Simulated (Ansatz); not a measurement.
A relaxed structure of HfN. Space group Fm-3m (No. 225), rock salt type. All values below come from PBEsol (plane waves to 420 eV, PAW, scalar-relativistic; Ansatz, an electronic-structure program).

```cif
data_Hf4N4
_chemical_formula_sum 'Hf4 N4'
_space_group_name_H-M_alt 'Fm-3m'
_space_group_IT_number 225
_space_group_name_Hall '-F 4 2 3'
_cell_length_a 4.50160
_cell_length_b 4.50160
_cell_length_c 4.50160
_cell_angle_alpha 90.000
_cell_angle_beta 90.000
_cell_angle_gamma 90.000
loop_
_atom_site_label
_atom_site_type_symbol
_atom_site_symmetry_multiplicity
_atom_site_Wyckoff_symbol
_atom_site_fract_x
_atom_site_fract_y
_atom_site_fract_z
_atom_site_occupancy
Hf1 Hf 4 b 0.50000 0.50000 0.50000 1
N1 N 4 a 0.00000 0.00000 0.00000 1
```
(The calculation used a cell of 2 atoms; values per cell refer to that cell.)

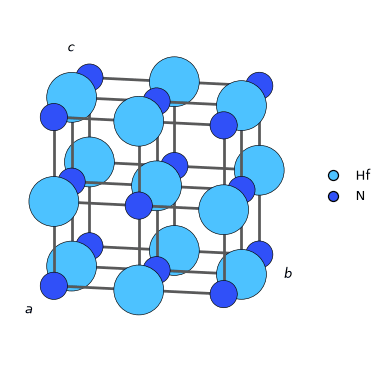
Fig. 1. The conventional cell of the relaxed structure

```yaml
volume_per_atom: 11.40 Å³
density: 14.02 g/cm³
band_gap: no gap (metallic)
shortest_distances: Hf–N 2.25 Å; Hf–Hf 3.18 Å; N–N 3.18 Å
k-mesh: 18×18×18
```

Band energies at high-symmetry points (eV from the Fermi level; labels of this space group; no spin-orbit coupling), from −5 eV up to 1.6 eV:

```
point                             energies
-----  -----------------------------------
Γ      -2.90 -2.90 -2.90 -0.39 -0.39 -0.39
X                        -3.90 -3.61 -3.61
U                              -4.95 -0.85
K                              -4.95 -0.85
L                                        –
W                                1.15 1.15
```

No spin polarisation in the result. The relaxed primitive cell holds an odd number of electrons. A magnetic state may lie lower.

Measured for HfN: a 4.519 Å (0 K or low temperature; as listed in Guo-Xu Zhang et al., New Journal of Physics (2018)). Computed minus measured — a: PBEsol -0.4 %. The computed values are for a static lattice.

The run could not lose the symmetry of its start.

It was reached from a disturbed copy of a Fd-3m (No. 227) cell (AFLOW prototype AB_cF16_227_a_b (B32, as in NaTl)), against which it lies -3.39 eV/atom.
